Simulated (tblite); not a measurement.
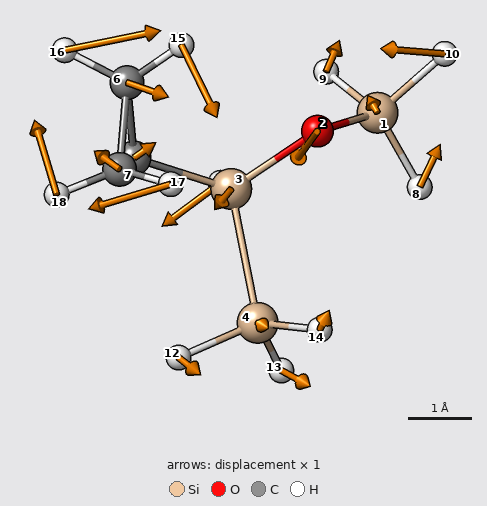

A relaxation of C3H11OSi3 (multiplicity 2). The starting structure is drawn; orange arrows show the displacements, at their true length. The two geometries are superimposed by the best rigid fit.

Style: ball-and-stick. Shown from a free direction.

These are results of GFN2-xTB geometry optimisation, gas phase (tblite 0.8.0), not measurements. 

> What happened in the run?

The atom that moves furthest after the best rigid fit is an H atom (1.65 Å). By element the largest moves are H 1.65 Å, O 1.48 Å, C 0.84 Å, Si 0.54 Å. Among the contacts that change: Si–Si 2.818 → 3.200 Å, O–Si 1.712 → 1.612 Å, Si–Si 2.234 → 2.327 Å, O–Si 1.716 → 1.632 Å. Bond angles that change, for instance: Si–O–Si 110.6° → 161.2°, Si–C–C 122.8° → 139.5°, Si–C–C 121.9° → 137.4°. Groups turn about O–Si by about 150°, O–Si by about 150°, Si–Si by about 35°. After 182 geometry steps the energy has fallen by 1.196 eV. Cost: 1.7 s on 1 thread of Arm Neoverse V1, on a shared host.
